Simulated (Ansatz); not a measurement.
**CH5GaO (SMILES C[O][GaH2]) at BCCD(T)/cc-pVDZ**

Aim: the energy change on altering one bond length of CH5GaO at BCCD(T)/cc-pVDZ, from 2 runs. 

Program for the calculation: Ansatz 0.2.0.

56 further runs of the same task are left out: 56 set aside as unsound or not needed.

### Step 1. The structure to begin with

CH5GaO: 8 atoms, total charge 0, spin state singlet. SMILES: `C[O][GaH2]`. The shape is that of a PBE0-D4/def2-TZVP optimisation.

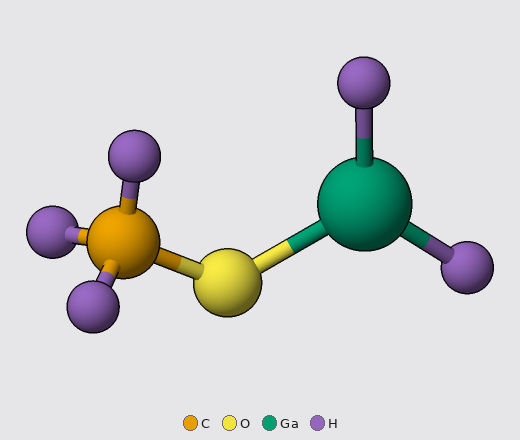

The structure, seen from a chosen angle (carbon amber, oxygen yellow, gallium teal, hydrogen purple).

### Step 2. The energy at BCCD(T)/cc-pVDZ

run.yaml reads:

```yaml
crystal:
  periodic: [false, false, false]
  atoms:
    - symbol: C
      position_ang: [-0.616800, 0.972600, -0.422900]
    - symbol: O
      position_ang: [-0.705300, -0.273500, 0.213500]
    - symbol: Ga
      position_ang: [0.703200, -1.302000, 0.579300]
    - symbol: H
      position_ang: [-1.200200, 0.962000, -1.350600]
    - symbol: H
      position_ang: [0.414200, 1.256200, -0.676600]
    - symbol: H
      position_ang: [-1.030600, 1.754200, 0.224300]
    - symbol: H
      position_ang: [2.093900, -0.732800, 0.142900]
    - symbol: H
      position_ang: [0.341700, -2.636700, 1.290100]
basis:
  gaussian:
    orbitals: cc-pVDZ
correlation:
  method: bccd_t
  frozen_orbitals: {C: 1, Ga: 9, H: 0, O: 1}
accuracy: high
scf:
  omitted_lower_state_checks: [cluster_reference, increment]
```

Launch:

```console
ansatz run run.yaml --threads 1 --pin off --max-ram 3480MiB --events-out events.jsonl --progress --plain --runs-dir runs
```

Standard output (excerpt; [...] marks lines left out):

```text
Warning: RAYON_NUM_THREADS=1 ignored (pool sized by the plan → 1); use --threads N
Functional definition: HF
  name "HF"
[...]
1865 factors; integrals over basis functions are off by at most 4.4e-9 eV
[...]
mean field -55480.13221133 eV, -2038.8572529820 hartree, gradient 8.5e-9 eV, S^2 0.000000; 0 other end points of the search recorded, 0 dependent functions left out
11 core orbitals not correlated: weight in the atoms' cores, before any rotation towards them, 1.000 or more for the frozen orbitals, at most 0.000 for the correlated occupied ones
reference -55480.13221133 eV, -2038.8572529820 hartree; 14, 14 occupied and 55, 55 virtual orbitals, 1865 factors
second order -11.47618779 eV of doubles, -0.00000000 eV of singles
cycle   1  -11.94750491 eV  change   -4.7e-1 eV  update   9.8e-2
[...]
cycle  22  -12.40489493 eV  change   2.2e-10 eV  update   1.2e-9
perturbative correction -0.37212434 eV, -0.0136753172 hartree
Total energy: -55492.90923059 eV, -2039.3267997795 hartree
Checks for a lower state left out: cluster_reference, increment
```

Run time: 21 s. Hardware: 1 thread of Arm Neoverse V1, shared host; peak memory 0.53 GiB.

### Step 3. The distorted shape at the same level

run.yaml reads:

```yaml
crystal:
  periodic: [false, false, false]
  atoms:
    - {symbol: C, position_ang: [-0.441795, 0.975780, -0.144614]}
    - {symbol: O, position_ang: [-0.530295, -0.270320, 0.491786]}
    - {symbol: Ga, position_ang: [0.878205, -1.298820, 0.857586]}
    - {symbol: H, position_ang: [-1.200200, 0.962000, -1.350600]}
    - {symbol: H, position_ang: [0.589205, 1.259380, -0.398314]}
    - {symbol: H, position_ang: [-0.855595, 1.757380, 0.502586]}
    - {symbol: H, position_ang: [2.268905, -0.729620, 0.421186]}
    - {symbol: H, position_ang: [0.516705, -2.633520, 1.568386]}
basis:
  gaussian:
    orbitals: cc-pVDZ
correlation:
  method: bccd_t
  frozen_orbitals: {C: 1, Ga: 9, H: 0, O: 1}
accuracy: high
scf:
  omitted_lower_state_checks: [cluster_reference, increment]
```

Launch:

```console
ansatz run run.yaml --threads 1 --pin off --max-ram 3480MiB --events-out events.jsonl --progress --plain --runs-dir runs
```

Standard output (excerpt; [...] marks lines left out):

```text
Warning: RAYON_NUM_THREADS=1 ignored (pool sized by the plan → 1); use --threads N
[... 2 set-up lines as earlier in the session ...]
[...]
1866 factors; integrals over basis functions are off by at most 4.7e-9 eV
[...]
mean field -55479.04415918 eV, -2038.8172678029 hartree, gradient 7.2e-9 eV, S^2 0.000000; 0 other end points of the search recorded, 0 dependent functions left out
11 core orbitals not correlated: weight in the atoms' cores, before any rotation towards them, 1.000 or more for the frozen orbitals, at most 0.000 for the correlated occupied ones
reference -55479.04415918 eV, -2038.8172678029 hartree; 14, 14 occupied and 55, 55 virtual orbitals, 1866 factors
second order -11.60534106 eV of doubles, -0.00000000 eV of singles
cycle   1  -12.07630875 eV  change   -4.7e-1 eV  update   1.0e-1
[...]
cycle  21  -12.57485435 eV  change   7.7e-10 eV  update   1.3e-9
perturbative correction -0.39769803 eV, -0.0146151331 hartree
Total energy: -55492.01671156 eV, -2039.2940003099 hartree
Checks for a lower state left out: cluster_reference, increment
```

Wall time 20 s (1 thread of Arm Neoverse V1, shared host); peak memory 0.54 GiB.

### Step 4. Outcome

Level: BCCD(T)/cc-pVDZ, 11 core orbitals frozen.

```
                                                         quantity           value
                                        first shape: total energy  -2039.32680 Eh
        first shape: correlation energy (11 core orbitals frozen)      -469.5 mEh
                                      first shape: (T) correction      -13.68 mEh
                                    distorted shape: total energy  -2039.29400 Eh
    distorted shape: correlation energy (11 core orbitals frozen)      -476.7 mEh
                                  distorted shape: (T) correction      -14.62 mEh
energy change with the C1–H4 bond stretched from 1.096 to 1.425 Å        0.893 eV
```

In words: With the C1–H4 bond stretched from 1.096 to 1.425 Å the energy rises by 0.89 eV (20.6 kcal/mol). The first shape isn't relaxed at this level, so the change isn't measured from a minimum. The triples (first shape) make up 2.9 % of the correlation energy. The triples (distorted shape) make up 3.1 % of the correlation energy.
